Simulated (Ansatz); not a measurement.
The starting structures come from a database of crystals and need not be the phases stable at ambient conditions.

 Where the default PAW files enter, the runs use the earlier of Ansatz's two default sets.

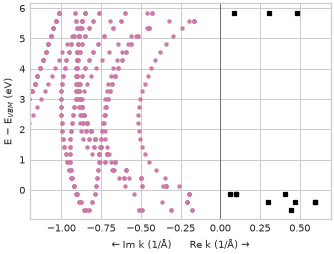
*Complex bands at the centre of the two-dimensional zone; Ansatz (a program for electronic structure) with r2SCAN*

No gap correction and no spin-orbit coupling; mid-gap values are interpolated between computed energies.

This is Na2WO4 (Fd-3m, spinel, not sure to be the ambient phase, 14 atoms a cell, 13.3 Å³ an atom, -2 GPa at this level) along the normal of (001). Read off the slowest decay at the centre of the two-dimensional zone at 2.73 eV, the computed energy nearest the middle of the gap.

κ ≈ 0.51 1/Å, a decay length 1/(2κ) of the density of 0.98 Å.
